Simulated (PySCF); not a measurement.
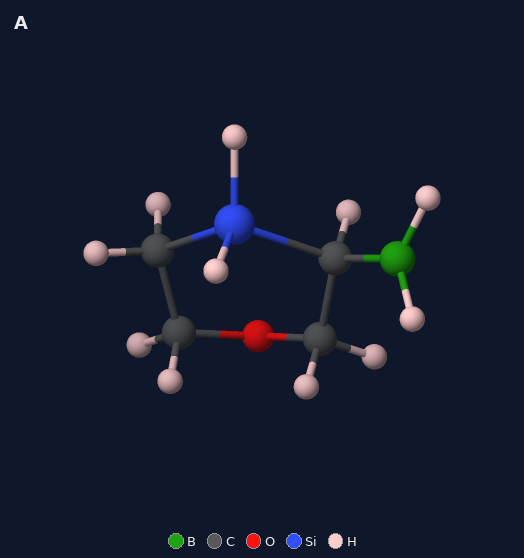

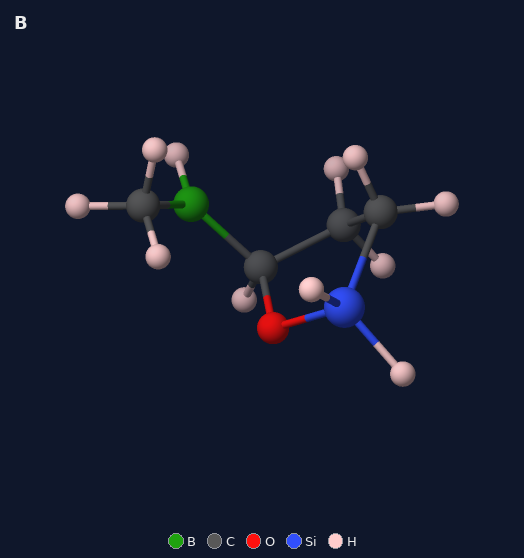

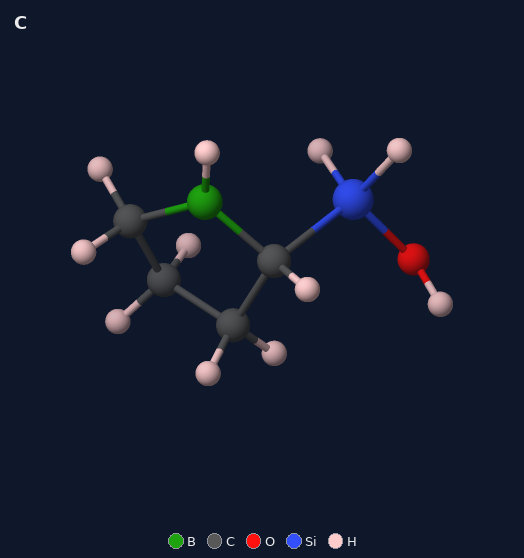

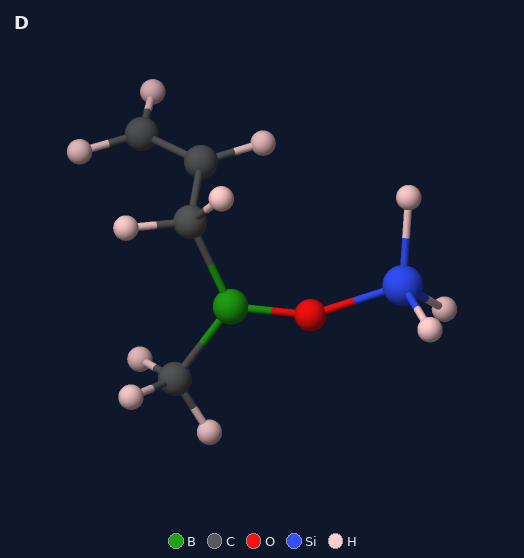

4 stationary structures of one formula. Geometries: GFN2-xTB. Electronic energies: PBE0/pcSseg-1 (PySCF 2.14.0), without zero-point energy. No frequency run is at hand to confirm each as a minimum. Each is one conformer, not always the lowest.

Are they conformers, stereoisomers or constitutional isomers?

Answer. They are constitutional isomers of C4H11BOSi: A `B[C@H]1COCC[SiH2]1`, B `CB[C@H]1CC[SiH2]O1`, C `O[SiH2][C@H]1BCCC1`, D `C=CCB(C)O[SiH3]`.

Which is lowest in energy, and by how much?

Answer. D is lowest; C lies 55.5 kJ/mol above it, B lies 109.8 kJ/mol above it, A lies 222.3 kJ/mol above it.

The geometry is semi-empirical. Around B, Si such bond lengths and angles can be off by a tenth of an ångström or more and by several degrees, and values that hang on the shape move with them.
